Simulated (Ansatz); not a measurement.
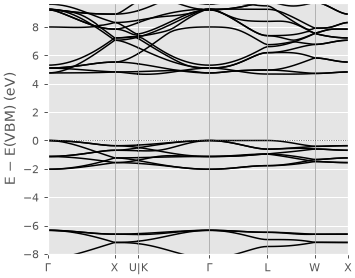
Fig. 1. Band structure from the program Ansatz at the PBE level (PAW)

The gap is 4.67 eV; an edge lies off the plotted path or next to a special point (maximum on the Γ–L line, 96 % of the way from Γ, minimum on the K–Γ line, 11 % of the way from K).

Problem. Which of these materials gives this?
A) LiCl, rock salt
B) C, Fd-3m (C on 8b, C on 32e)
C) MgS, rock salt
D) BeSe, zinc blende

Solution. B, C, Fd-3m (C on 8b, C on 32e)

The start of the workflow was typed in or built on a structure type. Its sites differ from those of the usual phase in this space group: another stacking or structure type. The cell was relaxed with PBE under the symmetry of its start; whether a distortion lowers the energy is not shown.

Potentials: the later of the program's two PAW sets.
